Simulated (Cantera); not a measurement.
A closed system holds: 1 mol Si, 0.19 mol CO2, 4.5 mol N2, equilibrated at 82.5 Torr.

Cantera equilibrium calculation (NASA polynomials, part measured and part estimated; ideal gas, pure solids and liquids). Candidate condensed phases: C, Si, SiC, SiO2, Si2N2O, Si3N4; 34 gas species. N2 is the only nitrogen source here; it is nearly inert below about 1500 K, so the nitride shown seldom forms there in practice. Mutual solubility and eutectic melting of coexisting phases are not modelled. The tables' values for SiN are old estimates; treat these amounts as uncertain. Rates play no part.

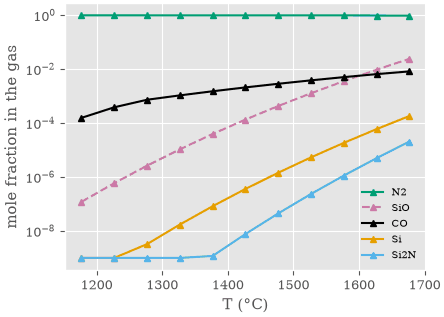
Fig. 1. Equilibrium gas composition (values under 1e-9 drawn at 1e-9)

From 1177 °C to 1227 °C the condensed part is C(graphite) + Si2N2O(s) + Si3N4(s). From 1277 °C to 1677 °C the condensed part is SiC(s) + Si2N2O(s) + Si3N4(s). The main Si-bearing gas is SiO throughout.
